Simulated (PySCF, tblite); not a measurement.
# C4H6FS radical: geometry, infrared bands and EPR parameters

What infrared bands and EPR parameters should C4H6FS radical (`CS[C]1C[C@H]1F`) show?

Computed with tblite 0.8.0 and PySCF 2.14.0, with density-fitted response routines of our own, on a single molecule in the gas phase. Atoms count from 0, in the outputs and in this text.

### Step 1. Starting geometry

12 atoms, charge 0, multiplicity 2; geometry from: force field or distance geometry start.

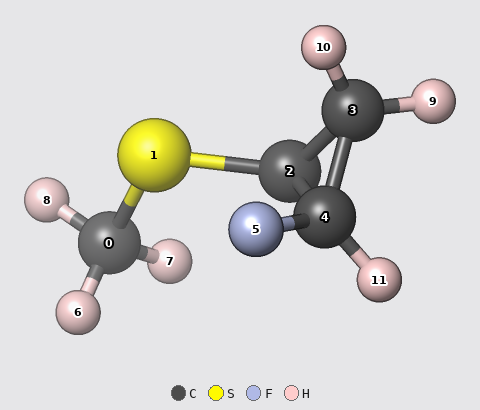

The starting geometry (carbon dark grey, sulfur yellow, fluorine light blue, hydrogen pink), atoms numbered.

### Step 2. Relaxing the molecule with GFN2-xTB

The job: settings as JSON, then the geometry in Å.

```
{"job": {"kind": "relax", "xc": "GFN2-xTB", "basis": "xTB"}, "charge": 0, "multiplicity": 2}
C      2.383100     0.171900    -0.231200
S      0.742700     0.978200    -0.336100
C     -0.374700    -0.011200     0.675400
C     -1.832000     0.360600     0.820700
C     -1.446000    -0.717700    -0.146900
F     -1.571900    -0.424000    -1.484500
H      2.591200    -0.452100    -1.113800
H      2.478200    -0.428100     0.688900
H      3.108500     1.033600    -0.211800
H     -2.273000    -0.019500     1.784100
H     -2.243700     1.296300     0.468400
H     -1.561000    -1.788700     0.119700
```

Run with:

```sh
> OMP_NUM_THREADS=1 python probes_run.py task.json out
```

This one command runs all jobs of the session in turn.

The program printed:

```text
step      E/eV     max force
  0    -529.70616    2.346
  1    -529.88900    1.500
  2    -530.00919    0.956
  3    -530.04621    0.948
  4    -530.11737    0.642
  5    -530.14536    0.538
  6    -530.17107    0.433
  7    -530.19362    0.560
  8    -530.22026    0.568
  9    -530.24299    0.415
 10    -530.25890    0.272
 11    -530.26775    0.272
 12    -530.27470    0.244
 13    -530.28096    0.211
 14    -530.28585    0.247
 15    -530.29015    0.255
 16    -530.29498    0.261
 17    -530.30088    0.216
 18    -530.30726    0.232
 19    -530.31315    0.205
 20    -530.31864    0.221
 21    -530.32484    0.284
 22    -530.33233    0.313
 23    -530.33902    0.264
 24    -530.34386    0.212
 25    -530.34857    0.232
 26    -530.35390    0.278
 27    -530.35964    0.272
 28    -530.36506    0.187
 29    -530.36948    0.234
 30    -530.37350    0.194
 31    -530.37773    0.214
 32    -530.38205    0.169
 33    -530.38498    0.138
 34    -530.38697    0.123
 35    -530.38898    0.128
 36    -530.39134    0.130
 37    -530.39376    0.129
 38    -530.39633    0.166
 39    -530.39971    0.178
 40    -530.40395    0.159
 41    -530.40754    0.134
 42    -530.40931    0.090
 43    -530.41005    0.067
 44    -530.41050    0.060
 45    -530.41095    0.054
 46    -530.41151    0.056
 47    -530.41197    0.070
 48    -530.41254    0.085
 49    -530.41343    0.099
 50    -530.41476    0.109
 51    -530.41661    0.105
 52    -530.41851    0.081
 53    -530.41977    0.083
 54    -530.42043    0.070
 55    -530.42087    0.047
 56    -530.42123    0.050
 57    -530.42162    0.055
 58    -530.42196    0.052
 59    -530.42218    0.038
 60    -530.42228    0.020
 61    -530.42235    0.020
 62    -530.42241    0.026
 63    -530.42247    0.026
 64    -530.42251    0.017
 65    -530.42254    0.009
```

Run time: 0.3 s. Hardware: 1 thread of Arm Neoverse V1, shared host.

Relaxation path: (not every step is listed)

```csv
step,energy from step 0 (eV),largest force (eV/Å)
0,0.0000,2.3460
1,-0.1828,1.5002
2,-0.3030,0.9561
3,-0.3401,0.9478
4,-0.4112,0.6422
5,-0.4392,0.5379
6,-0.4649,0.4326
7,-0.4875,0.5599
8,-0.5141,0.5679
13,-0.5748,0.2112
18,-0.6011,0.2316
23,-0.6329,0.2642
28,-0.6589,0.1873
33,-0.6788,0.1384
38,-0.6902,0.1663
43,-0.7039,0.0672
48,-0.7064,0.0847
53,-0.7136,0.0830
58,-0.7158,0.0523
60,-0.7161,0.0200
61,-0.7162,0.0196
62,-0.7163,0.0256
63,-0.7163,0.0258
64,-0.7164,0.0169
65,-0.7164,0.0094
```

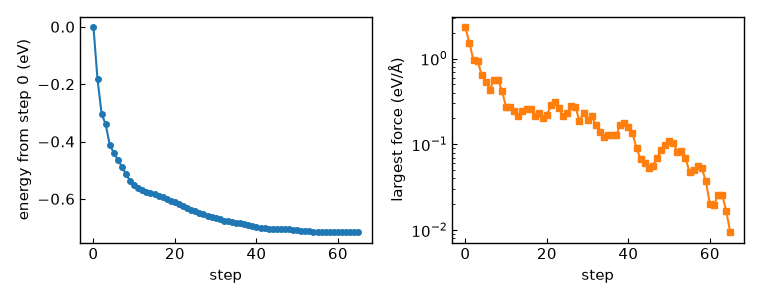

Energy and force, step by step.

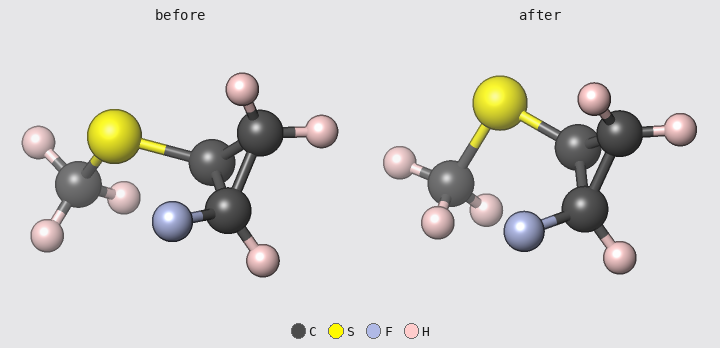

The geometry before (left) and after (right).

Close pairs (by a distance rule), those that changed most:

```
  bond  before (Å)  after (Å)  change (Å)
 S1–C2       1.803      1.709      -0.094
 C2–C4       1.524      1.469      -0.055
 C3–H9       1.126      1.082      -0.044
 C0–H8       1.127      1.085      -0.042
 C2–C3       1.511      1.479      -0.032
C4–H11       1.110      1.085      -0.025
 C0–H7       1.103      1.086      -0.017
 C0–H6       1.101      1.086      -0.015
```

The next job starts from the end point, and lists it.

### Step 3. Infrared spectrum with GFN2-xTB

The job: settings as JSON, then the geometry in Å.

```
{"job": {"kind": "ir", "xc": "GFN2-xTB", "basis": "xTB"}, "charge": 0, "multiplicity": 2}
C      2.112621     0.151008    -0.268470
S      0.909758     1.299727     0.467770
C     -0.337077     0.191276     0.838288
C     -1.801421     0.365383     0.722719
C     -1.083274    -0.723501    -0.035588
F     -0.989307    -0.614990    -1.403571
H      1.678374    -0.295426    -1.157779
H      2.364839    -0.613364     0.460169
H      2.990345     0.733047    -0.528318
H     -2.433327     0.066586     1.548291
H     -2.190793     1.206495     0.161973
H     -1.219540    -1.766929     0.227368
```

The program printed:

```text
mode    cm-1     km/mol
  1      70.4      5.31
  2     125.1      0.76
  3     130.6      3.89
  4     186.0      1.27
  5     315.4      3.87
  6     392.0      7.94
  7     523.1      9.11
  8     644.3      7.47
  9     724.4     13.14
 10     815.2     32.87
 11     896.4      2.75
 12     931.8      3.02
 13     951.3      2.79
 14     966.4     10.87
 15    1024.9     12.96
 16    1042.7     14.09
 17    1054.6      6.40
 18    1098.5     74.32
 19    1247.5     22.88
 20    1311.7      0.49
 21    1378.7     11.66
 22    1436.6      8.26
 23    1441.4      4.12
 24    1442.7     17.87
 25    3016.8     19.73
 26    3036.2      1.63
 27    3040.3     16.55
 28    3045.6      1.68
 29    3052.4     19.91
 30    3065.8      2.94
```

Run time: 0.26 s. Hardware: 1 thread of Arm Neoverse V1, shared host.

The strongest bands and the atoms that carry them (share of the mass-weighted mode):

```csv
cm⁻¹,km/mol,atoms
815,32.9,"F5 28 %, H9 25 %, C4 13 %, C3 11 %"
1043,14.1,"H9 27 %, C2 24 %, C3 21 %, C4 11 %"
1098,74.3,"C4 36 %, F5 14 %, H11 13 %, C3 12 %"
1248,22.9,H11 81 %
1443,17.9,"H6 24 %, C3 15 %, C2 12 %, H8 11 %"
3017,19.7,H11 87 %
3040,16.6,H10 87 %
3052,19.9,H9 92 %
```

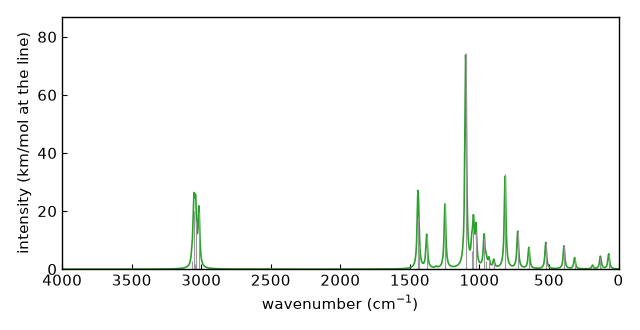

The infrared spectrum from these modes, unscaled. Lines are broadened to a width of 14 cm⁻¹ (Lorentzian).

### Step 4. EPR parameters: B3LYP/pcH-1

Settings changed since step 3:

```diff
@@ -1,2 +1,2 @@
-{"job": {"kind": "ir", "xc": "GFN2-xTB", "basis": "xTB"}, "charge": 0, "multiplicity": 2}
+{"job": {"kind": "epr", "basis": "pcH-1"}, "charge": 0, "multiplicity": 2}
 C      2.112621     0.151008    -0.268470
```

Level: UKS B3LYP, pcH-1 on C F H S, non-relativistic, mean-field spin-orbit, GIAO.

The program printed:

```text
UKS, coarse grid
  cycle   1  E = -653.93653735  |g| = 3.83e-01
  cycle   2  E = -653.90190672  |g| = 5.23e-01
  cycle   3  E = -653.98742042  |g| = 5.11e-02
  cycle   4  E = -653.98815752  |g| = 2.82e-02
  cycle   5  E = -653.98850148  |g| = 8.33e-03
  cycle   6  E = -653.98853756  |g| = 3.74e-03
  cycle   7  E = -653.98854861  |g| = 1.88e-03
  cycle   8  E = -653.98855041  |g| = 6.59e-04
UKS, final grid
  cycle   1  E = -653.98852673  |g| = 8.41e-04
  cycle   2  E = -653.98852627  |g| = 1.28e-03
  cycle   3  E = -653.98852709  |g| = 1.64e-04
  cycle   4  E = -653.98852710  |g| = 3.61e-05
  cycle   5  E = -653.98852710  |g| = 2.93e-05
E = -653.98852710 Eh   <S^2> = 0.7539 (exact 0.7500)
g shifts (ppm)      1          2          3
  rmc          -184       -184       -184
  gc             12         28         27
  oz_so        -148       2594       6464
  total        -320       2438       6307
hyperfine (MHz)  atom isotope    a_iso     a_fc   dipolar eigenvalues
    0   13C      -2.45      -2.47     -0.70     -0.28      0.98
    1   33S       9.13       9.50    -26.41    -22.25     48.65
    2   13C     282.73     282.41    -59.51    -57.66    117.17
    3   13C     -13.45     -13.46     -5.61     -1.15      6.76
    4   13C      18.72      18.74     -6.04     -0.76      6.80
    5   19F      53.83      53.27    -59.44    -45.56    105.01
    6    1H      11.17      11.16     -2.64     -1.60      4.24
    7    1H      15.08      15.07     -3.12     -2.06      5.18
    8    1H      -1.30      -1.31     -2.10     -1.58      3.69
    9    1H      76.35      76.34     -6.20     -3.21      9.42
   10    1H      46.89      46.89     -4.70     -1.45      6.15
   11    1H      36.04      36.04     -6.24     -2.69      8.93
```

Wall time 40 s (1 thread of Arm Neoverse V1, shared host); peak memory 0.84 GiB.

Principal g values 2.00200, 2.00476, 2.00863; g(iso) = 2.00513, against 2.00232 for a free electron.

Hyperfine couplings; where a row names several nuclei, a(iso) is their mean (it holds for fast rotation or exchange) and the dipolar term the largest among them:

```csv
nuclei,isotope,a(iso) (MHz),"a(iso) (G, at g = 2.0023)",largest dipolar term (MHz)
C2,13C,282.7,100.9,117.2
H9,1H,76.4,27.2,9.4
F5,19F,53.8,19.2,105.0
H10,1H,46.9,16.7,6.2
H11,1H,36.0,12.9,8.9
C4,13C,18.7,6.7,6.8
C3,13C,-13.4,-4.8,6.8
S1,33S,9.1,3.3,48.7
"H6, H7, H8",1H,8.3,3.0,5.2
C0,13C,-2.4,-0.9,1.0
```

Mulliken spin populations:

```csv
atom,value (e)
C0,-0.01
S1,0.21
C2,0.70
C3,-0.01
C4,0.01
F5,0.02
H6,0.00
H7,0.01
H8,0.00
H9,0.03
H10,0.03
H11,0.01
```

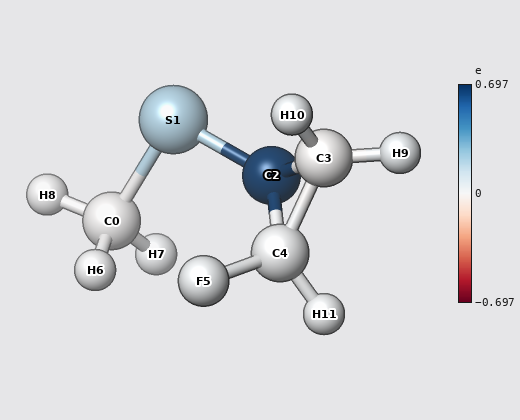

Mulliken spin populations, as colours on the atoms.

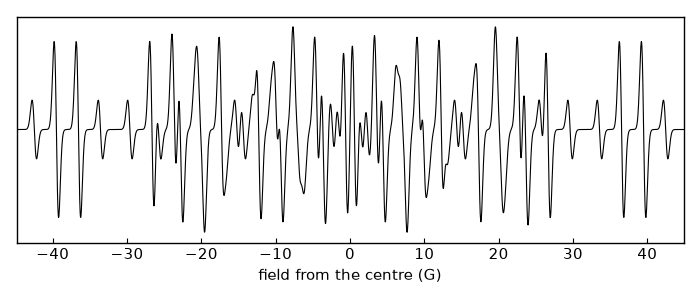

First-order isotropic spectrum (first derivative, main isotopes with spin only, couplings over 0.8 MHz, Gaussian width 0.3 G; couplings of the frozen geometry, rotation of groups not averaged beyond the rows shown).

Orbitals, density, ELF and potential are computed afterwards from the orbital file.

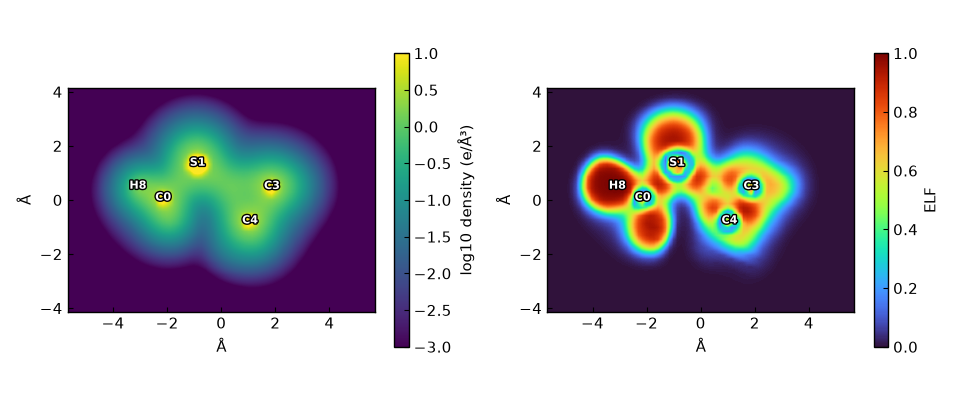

Density (left) and ELF (right) in a plane through or near 5 of the atoms.

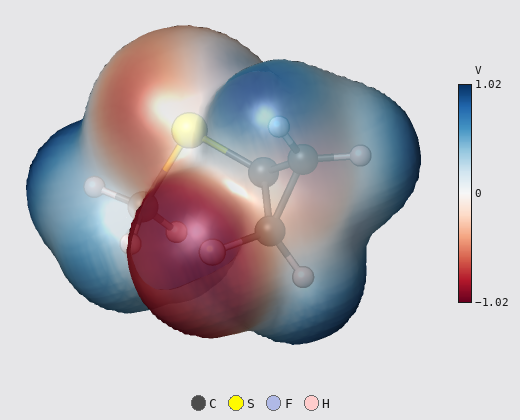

Electrostatic potential on the surface of density 0.002 e/bohr³; red is low, blue high. It runs from -0.94 V near F5 to 1.02 V near H8.

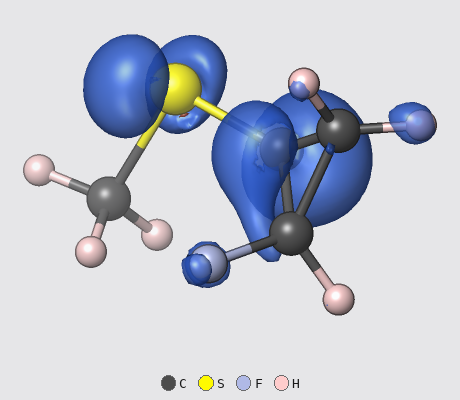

Spin density at ±0.04 e/Å³ (alpha excess blue, beta excess red).

### Step 5. What came out

| quantity | value |
| --- | --- |
| strongest single infrared mode (GFN2-xTB) | 1098 cm⁻¹, 74 km/mol |
| zero-point energy (GFN2-xTB) | 54.9 kcal/mol |
| g(iso) (B3LYP) | 2.00513 |
| ⟨S²⟩ | 0.754 (exact 0.75) |
| largest a(iso) (averaged by class) | 13C on C2, 282.7 MHz |
| potential on the surface of density 0.002 e/bohr³, 1st and 99th percentile | -0.94 V and 1.02 V |

Over 65 steps the energy fell by 0.716 eV; of the close pairs, S1–C2 changed most, 1.803 to 1.709 Å. No mode is imaginary among the 30: a minimum at this level. The strongest single mode, at 1098 cm⁻¹, has its largest shares on C4, F5, H11 and C3 (the list is cut at 4 atoms). Unscaled tight-binding wavenumbers are off by several per cent, some by more. Its intensities can rank the bands wrongly. The largest share of the spin, 0.70 e, sits on C2. The isotropic g lies 2.8 ppt above the free-electron value. These values are for one conformer; the search (at its own cheap level) found 2 more, at 0.76, 0.81 kcal/mol, and measured spectra average over such forms.
